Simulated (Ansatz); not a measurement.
# Cr2CF2 MXene monolayer in a perpendicular field

What dipole does a perpendicular field induce in the Cr2CF2 MXene monolayer, and does the gap follow? A positive field points along +c.

Program: Ansatz 0.2.0. Level of theory: plane-wave DFT, PBE+U-D3(BJ), Ansatz PAW. Results are calculated unless marked as measured.

In doubt: warnings of the run leave room for a lower electronic state, so energies may not be the lowest and differences between runs may mislead.

## 1. The structure

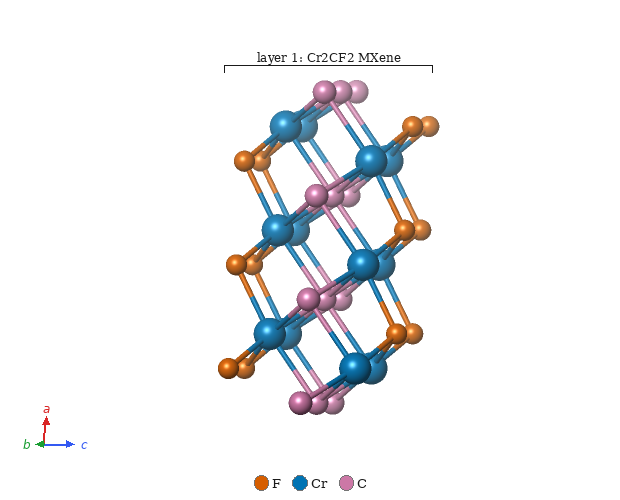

The starting structure, seen from the side, with the c axis across the page (fluorine orange, chromium blue, carbon pink). 3×2×1 cells are drawn. Some periodic images of atoms are drawn too.

The cell holds 5 atoms: 2 F, 2 Cr and 1 C. Its edges and angles: a = 2.836 Å, b = 2.836 Å, c = 38.632 Å, α = 90.0°, β = 90.0°, γ = 120.0°. Vacuum lies along c.

Coordinates:

```cif
data_structure
_symmetry_space_group_name_H-M 'P 1'
_symmetry_Int_Tables_number 1
_cell_length_a 2.8360
_cell_length_b 2.8360
_cell_length_c 38.6319
_cell_angle_alpha 90.000
_cell_angle_beta 90.000
_cell_angle_gamma 120.000
_cell_volume 269.08
loop_
_atom_site_label
_atom_site_type_symbol
_atom_site_fract_x
_atom_site_fract_y
_atom_site_fract_z
_atom_site_occupancy
F1 F 0.33333 0.66667 0.45041 1
Cr2 Cr 0.66667 0.33333 0.47103 1
C3 C 0.00000 0.00000 0.50000 1
Cr4 Cr 0.33333 0.66667 0.52897 1
F5 F 0.66667 0.33333 0.54959 1
```

## 2. Relaxation

The starting cell is a guess, so the in-plane lattice and the atoms are relaxed first, with the slab cut off from its images along the normal.

Input file input.yaml:

```yaml
crystal:
  lattice:
    - [2.835976, 0.0, 0.0]
    - [-1.417988, 2.4560272605, 0.0]
    - [0.0, 0.0, 38.6318907799]
  atoms:
    - { symbol: F, position: [0.3333333333, 0.6666666667, 0.4504050837] }
    - { symbol: Cr, position: [0.6666666667, 0.3333333333, 0.4710342789], spin: 2.0 }
    - { symbol: C, position: [0.0, 0.0, 0.5] }
    - { symbol: Cr, position: [0.3333333333, 0.6666666667, 0.5289657211], spin: 2.0 }
    - { symbol: F, position: [0.6666666667, 0.3333333333, 0.5495949163] }
  periodic: [true, true, false]
magnetization:
  spin_polarized: true
kpoints:
  mp_grid: { grid: [12, 12, 1] }
hamiltonian:
  xc: pbe
  dispersion: d3bj
  hubbard: { sites: [{ species: Cr, l: d, u_eff: 2.0 }] }
scf:
  occupations: { method: fermi_dirac, width: 0.05 }
  convergence: { dr2_threshold: 1.0e-09 }
relax:
  f_tol: 0.004
  max_steps: 90
  cell: {}
output:
  write_potential: true
  write_density: true
  volumetric_format: npy
```

The run is started by

```console
$ ansatz run input.yaml --threads 2 --pin off --max-ram 3072MiB --backend cpu --events-out ev --progress --plain --runs-dir out
```

Numbers of over 12 decimals in the logs are rounded to 6 here.

The program printed:

```text
Warning: relax.cell: scf.convergence.dr2_threshold = 1e-9 eV is looser than the 2.61340611167e-10 eV advised for a relaxation that steers and ends on the stress (1e-10 eV for each atom of the cell: 5, times the square of relax.cell.stress_2d_tol = 0.05 N/m over 13.8 Å (the atoms' height at the walk's start and 5 Å past either face), 3.615e-2 GPa, over a crystal's default 0.05). What an SCF threshold leaves in a stress goes as its square root, and in the free energy as the threshold itself, and one threshold admits the most on a small cell: [figures from the program's tests cut] Set scf.convergence.dr2_threshold to 2.61340611167e-10 eV or tighter. [rest of the remark cut]
F: projections on atomic orbitals take those of the free atom [He] 2s2 2p5, of charge +0.00 (hamiltonian.pseudopotentials.projection_atoms); the dataset's partial waves leave at most 1.6e-8 of an orbital's norm unspanned inside its sphere
Cr: projections on atomic orbitals take those of the free atom [Ne] 3s2 3p6 3d5 4s1, of charge +0.00 (hamiltonian.pseudopotentials.projection_atoms); the dataset's partial waves leave at most 7.0e-7 of an orbital's norm unspanned inside its sphere
C: projections on atomic orbitals take those of the free atom [He] 2s2 2p2, of charge +0.00 (hamiltonian.pseudopotentials.projection_atoms); the dataset's partial waves leave at most 3.7e-9 of an orbital's norm unspanned inside its sphere
Engine: ansatz 0.2.0, x86_64-unknown-linux-gnu
Pseudopotentials: kind: paw
Pseudopotential: F, paw, valence charge 7, recommended cutoff 420 eV (normal), F.paw.azcp
Pseudopotential: Cr, paw, valence charge 14, recommended cutoff 420 eV (normal), Cr.paw.azcp
Pseudopotential: C, paw, valence charge 4, recommended cutoff 420 eV (normal), C.paw.azcp
Functional definition: PBE
  parameter kappa = 0.804
  parameter beta = 0.066725
  exchange = pbe_x(kappa = kappa, mu = beta*pi^2/3)
  correlation = pbe_c(beta = beta)
Crystal: 5 atoms, lattice volume = 269.080 Å³
Basis set: ecut = 420 eV, 5301 PW (Γ), exchange–correlation on 40×40×540 points (8 copies of the dense FFT grid, shifted against one another)
Bands: 30, of which v1, the nominal top of the filled ones, is band 23 counted from 1 (22 counted from 0)
Symmetry: 12 space group operations
Space group: P-3m1 (ITA 164), of the structure as read, at distance tolerance 6.5e-5 Å
Magnetic group: BNS 164.85 (UNI 1315), of the structure as read, at distance tolerance 6.5e-5 Å
k-points: 19 of 144
Non-local potential: F, projectors of the file, l = 0: 2, l = 1: 2, l = 2: 1
Non-local potential: Cr, projectors of the file, l = 0: 3, l = 1: 2, l = 2: 3, l = 3: 1
Non-local potential: C, projectors of the file, l = 0: 2, l = 1: 2, l = 2: 1
PAW form: soft (Blöchl's): semilocal exchange-correlation on the pseudo side does not see the compensation charge
PAW one-centre angular grid: F, 110 points (default); XC on 64 Gauss nodes
PAW one-centre angular grid: Cr, 590 points (default); XC on 64 Gauss nodes
PAW one-centre angular grid: C, 110 points (default); XC on 64 Gauss nodes
Initial density: superposition of atomic densities (neutral atoms: chi_scale 0, normalization atom)
Starting moments: Σ|m| = 4 μB on 2 of 5 sites
Initial wavefunctions: pseudopotential atomic-orbital guess
Functional: x = pbe(κ = 0.804, μ = 0.219515), c = pbe(β = 0.066725)
SCF iter   1: F=—  HF=-8625.067895 eV  |F-HF|=—  |Δ(HF+E_count)|=         —  Δρ=5.71e-2 (↑5.28e-2 ↓5.71e-2)  dr2=4.02e1  dr2_m=1.68e-1  M=3.780 μB ∫|m|=3.834 μB  β_m=1.00  ethr=3.10e-3  ⟨swp⟩=14.7  Hψ=9162  notcnv=0
preconditioner: auto → none  [metal: Δε(μ)=0.025 eV  Ē_g=11.043 eV  σ=0.050 eV  W_gap=0.12  n_scr=24 (ndim 8)  ℏωp=11.5 eV  f_vac=0.815  D(μ)=4.84/eV (n_scr^D=22)  sad-step TF]
SCF iter   2: F=—  HF=-8618.117410 eV  |F-HF|=—  |Δ(HF+E_count)|=    6.95e0  Δρ=2.64e-2 (↑2.04e-2 ↓2.64e-2)  dr2=6.18e0  dr2_m=7.07e-1  M=4.672 μB ∫|m|=4.791 μB  β_m=1.00  ethr=3.10e-3  ⟨swp⟩=5.1  Hψ=3681  notcnv=0  defer=49
SCF iter   3: F=—  HF=-8616.980018 eV  |F-HF|=—  |Δ(HF+E_count)|=    1.14e0  Δρ=1.44e-2 (↑1.44e-2 ↓8.21e-3)  dr2=4.62e-1  dr2_m=1.50e-1  M=5.169 μB ∫|m|=5.355 μB  β_m=1.00  ethr=3.10e-3  ⟨swp⟩=4.1  Hψ=2915  notcnv=0  defer=45
SCF iter   4: F=—  HF=-8617.133116 eV  |F-HF|=—  |Δ(HF+E_count)|=   1.53e-1  Δρ=5.94e-3 (↑5.94e-3 ↓5.55e-3)  dr2=1.44e-1  dr2_m=2.80e-2  M=5.438 μB ∫|m|=5.602 μB  β_m=1.00  ethr=1.00e-3  ⟨swp⟩=3.6  Hψ=2776  notcnv=0  defer=45
SCF iter   5: F=—  HF=-8617.310501 eV  |F-HF|=—  |Δ(HF+E_count)|=   1.77e-1  Δρ=3.78e-3 (↑3.78e-3 ↓3.37e-3)  dr2=2.22e-2  dr2_m=1.74e-2  M=5.665 μB ∫|m|=5.815 μB  β_m=0.30  ethr=3.13e-4  ⟨swp⟩=4.6  Hψ=2575  notcnv=0  defer=46
Mixer restart at iter 5: flushing history
spin-set hold released at iteration 5 (site moments contracting): the magnetisation degrees of freedom join the quasi-Newton model from the next iteration; the mixer history was flushed
SCF iter   6: F=—  HF=-8617.985628 eV  |F-HF|=—  |Δ(HF+E_count)|=         —  Δρ=6.56e-3 (↑5.86e-3 ↓6.56e-3)  dr2=4.52e-2  dr2_m=8.37e-2  M=5.999 μB ∫|m|=6.129 μB  β_m=1.00  ethr=4.83e-5  ⟨swp⟩=3.7  Hψ=2691  notcnv=0  defer=48
Mixer restart at iter 6: flushing history
SCF iter   7: F=—  HF=-8617.776324 eV  |F-HF|=—  |Δ(HF+E_count)|=   2.09e-1  Δρ=7.08e-3 (↑7.08e-3 ↓4.80e-3)  dr2=4.48e-1  dr2_m=5.06e-3  M=5.993 μB ∫|m|=6.157 μB  β_m=0.30  ethr=1.09e-4  ⟨swp⟩=3.9  Hψ=2911  notcnv=0  defer=49
SCF iter   8: F=—  HF=-8617.705011 eV  |F-HF|=—  |Δ(HF+E_count)|=   7.13e-2  Δρ=2.43e-3 (↑2.43e-3 ↓1.94e-3)  dr2=6.77e-2  dr2_m=2.71e-4  M=5.995 μB ∫|m|=6.131 μB  β_m=0.26  ethr=1.09e-4  ⟨swp⟩=4.3  Hψ=3387  notcnv=0  defer=42
SCF iter   9: F=—  HF=-8617.690459 eV  |F-HF|=—  |Δ(HF+E_count)|=   1.46e-2  Δρ=3.73e-4 (↑3.09e-4 ↓3.73e-4)  dr2=6.01e-4  dr2_m=6.90e-5  M=5.995 μB ∫|m|=6.139 μB  β_m=0.36  ethr=1.09e-4  ⟨swp⟩=2.9  Hψ=2072  notcnv=0  defer=42
SCF iter  10: F=—  HF=-8617.690460 eV  |F-HF|=—  |Δ(HF+E_count)|=   8.13e-7  Δρ=2.85e-4 (↑2.85e-4 ↓1.12e-4)  dr2=2.25e-4  dr2_m=6.26e-5  M=5.995 μB ∫|m|=6.142 μB  β_m=0.34  ethr=1.31e-6  ⟨swp⟩=3.5  Hψ=2649  notcnv=0  defer=42
SCF iter  11: F=—  HF=-8617.690438 eV  |F-HF|=—  |Δ(HF+E_count)|=   2.25e-5  Δρ=1.51e-4 (↑1.51e-4 ↓6.42e-5)  dr2=3.10e-5  dr2_m=2.29e-5  M=5.995 μB ∫|m|=6.143 μB  β_m=0.67  ethr=4.88e-7  ⟨swp⟩=3.1  Hψ=1923  notcnv=0  defer=42
SCF iter  12: F=—  HF=-8617.690449 eV  |F-HF|=—  |Δ(HF+E_count)|=         —  Δρ=5.34e-5 (↑3.55e-5 ↓5.34e-5)  dr2=1.20e-5  dr2_m=4.98e-7  M=5.995 μB ∫|m|=6.145 μB  β_m=0.67  ethr=6.74e-8  ⟨swp⟩=3.0  Hψ=2409  notcnv=0  defer=42
Mixer restart at iter 12: flushing history
[...]
SCF iter   4: F=—  HF=-8620.870252 eV  |F-HF|=—  |Δ(HF+E_count)|=   2.96e-1  Δρ=4.45e-3 (↑4.45e-3 ↓4.07e-3)  dr2=1.33e-1  dr2_m=3.40e-3  M=6.000 μB ∫|m|=6.619 μB  β_m=0.30  ethr=6.47e-4  ⟨swp⟩=3.2  Hψ=2714  notcnv=0  defer=41
Mixer restart at iter 4: flushing history
spin-set hold released at iteration 4 (site moments contracting): the magnetisation degrees of freedom join the quasi-Newton model from the next iteration; the mixer history was flushed
SCF iter   5: F=—  HF=-8621.157010 eV  |F-HF|=—  |Δ(HF+E_count)|=   2.87e-1  Δρ=3.79e-3 (↑3.79e-3 ↓2.35e-3)  dr2=4.06e-2  dr2_m=5.81e-3  M=6.000 μB ∫|m|=6.662 μB  β_m=0.56  ethr=2.88e-4  ⟨swp⟩=3.4  Hψ=2316  notcnv=0  defer=36
SCF iter   6: F=—  HF=-8621.549080 eV  |F-HF|=—  |Δ(HF+E_count)|=   3.92e-1  Δρ=7.27e-3 (↑7.27e-3 ↓4.71e-3)  dr2=6.04e-1  dr2_m=8.97e-3  M=6.000 μB ∫|m|=6.595 μB  β_m=0.46  ethr=8.82e-5  ⟨swp⟩=4.0  Hψ=3209  notcnv=0  defer=36
SCF iter   7: F=—  HF=-8621.491043 eV  |F-HF|=—  |Δ(HF+E_count)|=   5.80e-2  Δρ=1.10e-3 (↑1.10e-3 ↓4.10e-4)  dr2=1.91e-3  dr2_m=1.24e-3  M=6.000 μB ∫|m|=6.658 μB  β_m=0.60  ethr=8.82e-5  ⟨swp⟩=3.7  Hψ=2929  notcnv=0  defer=36
SCF iter   8: F=—  HF=-8621.494213 eV  |F-HF|=—  |Δ(HF+E_count)|=   3.17e-3  Δρ=8.66e-4 (↑8.66e-4 ↓6.66e-4)  dr2=4.02e-3  dr2_m=3.95e-4  M=6.000 μB ∫|m|=6.642 μB  β_m=0.54  ethr=4.16e-6  ⟨swp⟩=3.8  Hψ=2908  notcnv=0  defer=34
SCF iter   9: F=—  HF=-8621.494305 eV  |F-HF|=—  |Δ(HF+E_count)|=   9.23e-5  Δρ=3.82e-4 (↑3.82e-4 ↓2.41e-4)  dr2=4.35e-4  dr2_m=1.84e-4  M=6.000 μB ∫|m|=6.633 μB  β_m=0.58  ethr=4.16e-6  ⟨swp⟩=3.4  Hψ=2777  notcnv=0  defer=34
SCF iter  10: F=—  HF=-8621.494738 eV  |F-HF|=—  |Δ(HF+E_count)|=   4.33e-4  Δρ=3.44e-4 (↑3.44e-4 ↓1.29e-4)  dr2=1.65e-4  dr2_m=1.53e-4  M=6.000 μB ∫|m|=6.620 μB  β_m=0.79  ethr=9.45e-7  ⟨swp⟩=3.4  Hψ=2469  notcnv=0  defer=34
SCF iter  11: F=—  HF=-8621.494900 eV  |F-HF|=—  |Δ(HF+E_count)|=   1.62e-4  Δρ=1.40e-4 (↑1.40e-4 ↓3.72e-5)  dr2=9.18e-5  dr2_m=1.46e-5  M=6.000 μB ∫|m|=6.607 μB  β_m=0.78  ethr=3.59e-7  ⟨swp⟩=2.9  Hψ=2243  notcnv=0  defer=34
SCF iter  12: F=—  HF=-8621.494887 eV  |F-HF|=—  |Δ(HF+E_count)|=   1.33e-5  Δρ=1.74e-5 (↑1.41e-5 ↓1.74e-5)  dr2=6.10e-7  dr2_m=5.54e-7  M=6.000 μB ∫|m|=6.606 μB  β_m=0.86  ethr=2.00e-7  ⟨swp⟩=2.9  Hψ=1968  notcnv=0  defer=34
SCF iter  13: F=—  HF=-8621.494888 eV  |F-HF|=—  |Δ(HF+E_count)|=   1.23e-6  Δρ=6.95e-6 (↑3.86e-6 ↓6.95e-6)  dr2=1.66e-7  dr2_m=5.76e-8  M=6.000 μB ∫|m|=6.605 μB  β_m=0.80  ethr=1.33e-9  ⟨swp⟩=3.9  Hψ=2814  notcnv=0  defer=34
SCF iter  14: F=—  HF=-8621.494888 eV  |F-HF|=—  |Δ(HF+E_count)|=   7.16e-9  Δρ=2.60e-6 (↑2.60e-6 ↓1.64e-6)  dr2=4.18e-8  dr2_m=3.88e-9  M=6.000 μB ∫|m|=6.605 μB  β_m=0.76  ethr=3.61e-10  ⟨swp⟩=2.9  Hψ=2077  notcnv=0  defer=34
SCF iter  15: F=—  HF=-8621.494888 eV  |F-HF|=—  |Δ(HF+E_count)|=  7.93e-10  Δρ=7.12e-7 (↑7.12e-7 ↓2.95e-7)  dr2=2.64e-10  dr2_m=6.44e-10  M=6.000 μB ∫|m|=6.605 μB  β_m=0.88  ethr=2.17e-12  ⟨swp⟩=3.1  Hψ=4530  notcnv=0
iter 16 met the thresholds in force, and the SCF goes on: an eigenvalue changes by 0.07 meV, over its tolerance of 0.05 meV (output.eigenvalues, Limitations)
SCF iter  16: F=-8621.494888 eV  HF=-8621.494888 eV  |F-HF|=7.99e-10  |Δ(HF+E_count)|=   1.92e-9  Δρ=3.47e-7 (↑3.47e-7 ↓1.48e-7)  dr2=7.29e-10  dr2_m=4.12e-11  M=6.000 μB ∫|m|=6.605 μB  β_m=0.86  ethr=1.00e-12  ⟨swp⟩=3.0  Hψ=2619  notcnv=0
SCF iter  17: F=-8621.494888 eV  HF=-8621.494888 eV  |F-HF|=8.19e-11  |Δ(HF+E_count)|=  7.28e-11  Δρ=1.31e-7 (↑1.31e-7 ↓7.74e-8)  dr2=1.11e-10  dr2_m=4.22e-12  M=6.000 μB ∫|m|=6.605 μB  ethr=1.00e-12  ⟨swp⟩=1.7  Hψ=3899  notcnv=0
SCF 1 converged in 17 iterations: F = -8621.494888 eV  dr2 = 1.11e-10
a single-point calculation of the run's input, under the relaxation's own `scf.mixing.negative_modes` where the relaxation goes by `scf.lower_state_search: light` itself or types `scf.max_iter`, was made at the relaxed geometry, from the atoms, in 17 SCF iterations in all. It converged +0.0 meV from the relaxation's final energy, with moments (0.03, 2.64, -0.28, 2.64, 0.03 Bohr magnetons, atom by atom), which does not count as lower, and the relaxation's result stands. No further magnetic order was relaxed to its end, and one can end lower (see `relax.adjacent_minimum`). Of at least 1 other set(s) of starting moments it isn't known whether they lead lower.
SCF converged after 8 iterations
an eigenvalue changed by more than its tolerance at an iteration that met the thresholds in force, so the SCF went on 1 time: the last check found none over its tolerance
Magnetization: 6.0000 μB (26.0000 up, 20.0000 down)
Absolute magnetization: 6.6051 μB (∫|ρ↑−ρ↓|, with the PAW one-centre terms)
Spin contamination: 0.1378 ħ² per cell (⟨S²⟩ above its minimum at these occupations)
Per-site moments (μB) at R_I (Å): [(0.029577, 0.867109), (2.643338, 0.867109), (-0.277068, 0.871024), (2.643338, 0.867109), (0.029577, 0.867109)]
Free energy (F): -8621.494888 eV
Harris-Foulkes:  -8621.494888 eV  (|F-HF|=5.09e-11)
Internal energy: -8621.489129 eV  (E = F + TS)
E sigma→0 (E₀):  -8621.492009 eV
Entropy (-TS):   -0.005759 eV (-1.152 meV/atom)
Fermi energy:    -5.500245 eV
--- Per-component energies (eV) ---
  E_band       = -1275.675354
  E_kinetic    = 1182.416311
  E_local      = -189089.693058  (includes V_loc(G=0)·N_el)
  E_nonlocal   = 338.802611
  E_hartree    = 93767.592512
  E_xc         = -483.745755
  E_vxc        = -615.930194  (∫ρ·V_xc dr)
  E_hubbard    = 2.339514  (on-site DFT+U / exact-exchange correction)
  E_vhub       = -4.449254  (the Hubbard potential's part of the band-sum identity)
  E_paw        = -2894.513089  (= ΣΔE_a)
  E_vpaw       = -622.012076  (= ΣTr[D̂ρ^β])
  E_aug_tail   = 0.004796  (compensation charges beyond the density's cutoff)
  E_ewald      = 88556.044653
  E_disp       = -0.737626  (pairwise vdW)
  E_smearing   = -0.005759  (= −TS)
  E_closure    = -0.000000  (closes the sum)
  Σ components = -8621.494888   (vs F -8621.494888, Δ=0.00e0)
--- Forces (eV/Å), atoms counted from 1 ---
  atom   1  F      0.00000000     0.00000000    -0.00071271
  atom   2  Cr    -0.00000000    -0.00000000     0.00088555
  atom   3  C      0.00000000     0.00000000     0.00000000
  atom   4  Cr     0.00000000     0.00000000    -0.00088555
  atom   5  F     -0.00000000    -0.00000000     0.00071271
  max |Σ_I F_I| component: 9.25e-18 eV/Å
--- 2D stress c σ (N/m, compression-positive) ---
        0.025383       0.000000       0.000000
       -0.000000       0.025383      -0.000000
        0.000000      -0.000000       0.000000
  P = ½ c Tr σ = 0.0254 N/m
--- Band table (eV; the first three rows and the last of 38) ---
  k-point 0 ↑: bands = [... 19 lower, -8.2809, -8.1933, -8.1933, -7.7399, -6.8203, -6.8203, -5.4987, -5.4241, ... 3 higher]
  k-point 1 ↑: bands = [... 19 lower, -8.5038, -8.2202, -7.9902, -7.5276, -6.7883, -6.7607, -5.5660, -5.4022, ... 3 higher]
  k-point 2 ↑: bands = [... 19 lower, -8.7171, -8.3712, -7.7754, -7.3053, -6.6625, -6.6420, -5.7435, -5.3379, ... 3 higher]
  k-point 18 ↓: bands = [... 19 lower, -8.1277, -3.0545, -2.8977, -2.8977, -2.0934, -2.0934, -2.0287, -1.3203, ... 3 higher]
  the weakly bound empty levels are not read free of the cell's end (hubbard_term)
--- Relaxed structure (9 steps of the walk, 9 accepted, 2 SCFs on fresh bases) ---
  F+E_penalty+E_count = -8621.49488808 eV   max|allowed force component| = 8.856e-4 eV/Å   (the final SCF, on the basis selected at the relaxed cell)
  cell:  # Å, volume = 311.8009 Å³
    - [3.052814, 0.0, 0]
    - [-1.526407, 2.643815, 0]
    - [0, 0, 38.6318907799]
  atoms:
    - { symbol: F, position: [0.333333, 0.666667, 0.440248] }
    - { symbol: Cr, position: [0.666667, 0.333333, 0.469900] }
    - { symbol: C, position: [0, 0, 0.5] }
    - { symbol: Cr, position: [0.333333, 0.666667, 0.530100] }
    - { symbol: F, position: [0.666667, 0.333333, 0.559752] }
```

It took 2.7 min on 2 threads of AMD EPYC 7B13 (Zen 3), shared host; peak memory 0.89 GiB; 4.8 min of CPU time.

Step by step:

```
step  energy less that of the first step (eV)  largest force component (eV/Å)  volume (Å³)
   1                                   0.0000                          6.7471       269.08
   2                                  -2.5891                          3.5354       286.33
   3                                  -3.5280                          0.8054       292.60
   4                                  -3.6983                          0.2039       297.87
   5                                  -3.7228                          0.1195       305.32
   6                                  -3.7236                          0.0140       306.21
   7                                  -3.7237                          0.0028       306.16
  8*                                  -3.7957                          0.0018       306.16
   9                                  -3.8008                          0.0030       310.43
  10                                  -3.8002                          0.0006       311.80
 11*                                  -3.8044                          0.0009       311.80
 11*                                  -3.8044                          0.0009       311.80
```

Relaxation steps marked * repeat the geometry before them on a plane-wave basis chosen anew for their cell, so energy and pressure can jump there.

Forces are held to the 12 operations that the run works with; a distortion that breaks them can't arise in this run.

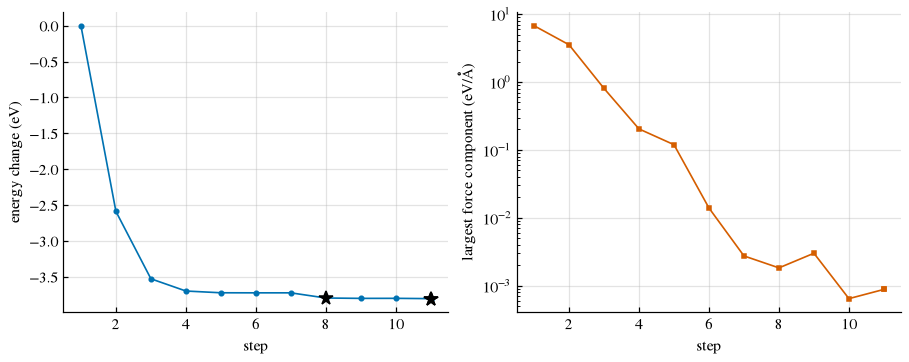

Energy and largest force along the relaxation. Stars mark steps on a basis chosen anew.

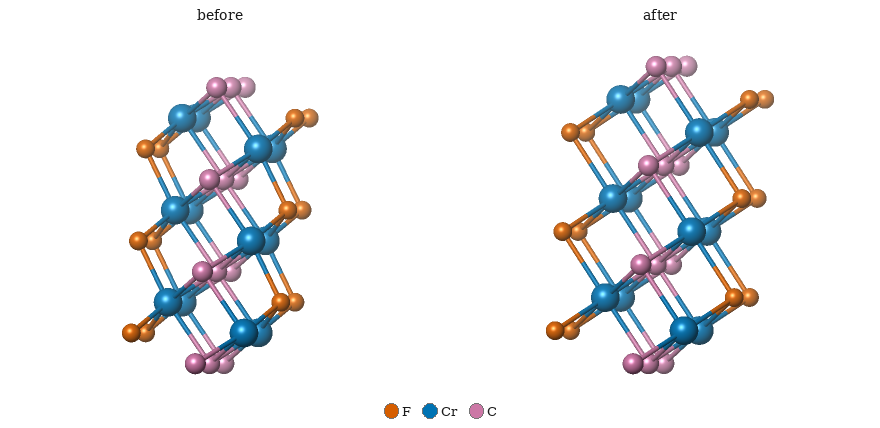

The structure before and after the relaxation, drawn at the same scale.

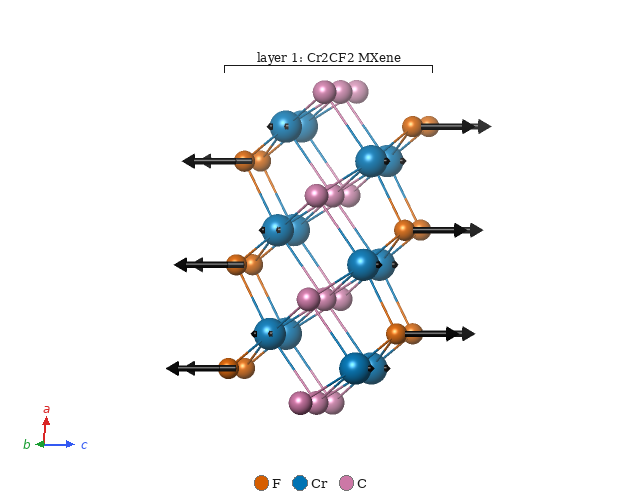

Displacements in the relaxation, exaggerated, measured against the changing cell; the longest in the cell stands for 0.39 Å. 3×2×1 cells are drawn. Some periodic images of atoms are drawn too.

```
cell as run  before  after  change
      a (Å)   2.836  3.053  +7.6 %
      b (Å)   2.836  3.053  +7.6 %
```

The atoms that moved most (Å, along periodic axes as changes of fractional coordinates times the final cell, across vacuum about the mean position):

```
atom     dx     dy      dz  length
  F1  0.000  0.000  -0.392   0.392
  F5  0.000  0.000   0.392   0.392
 Cr4  0.000  0.000   0.044   0.044
 Cr2  0.000  0.000  -0.044   0.044
```

Final coordinates:

```xyz
5
Lattice="3.0528 0.0000 0.0000 -1.5264 2.6438 0.0000 0.0000 0.0000 38.6319" Properties=species:S:1:pos:R:3
F     0.0000    1.7625   17.0076
Cr    1.5264    0.8813   18.1531
C     0.0000    0.0000   19.3159
Cr    0.0000    1.7625   20.4788
F     1.5264    0.8813   21.6243
```

This step gave:

```
energy at zero smearing : -8621.4920 eV
total moment            : 6.000 μB
site moments            : 0.02958, 2.643, -0.2771, 2.643, 0.02958 μB
```

(Continued in part 2 of 3.)

[Logs are printed without paths, hosts, clocks, repeated set-up lines and the standing remarks that a program may print on its own settings, such as how far it seeks lower states.]

[Hosts, paths, dates, database ids (printed as entryN), source tags and the programs' standing remarks are cut or masked in the printed files.]

[Maps of the electrostatic potential energy from Ansatz leave out the sawtooth potential of an applied field or a dipole correction, so their vacuum need not be flat; planar profiles and work functions include it.]
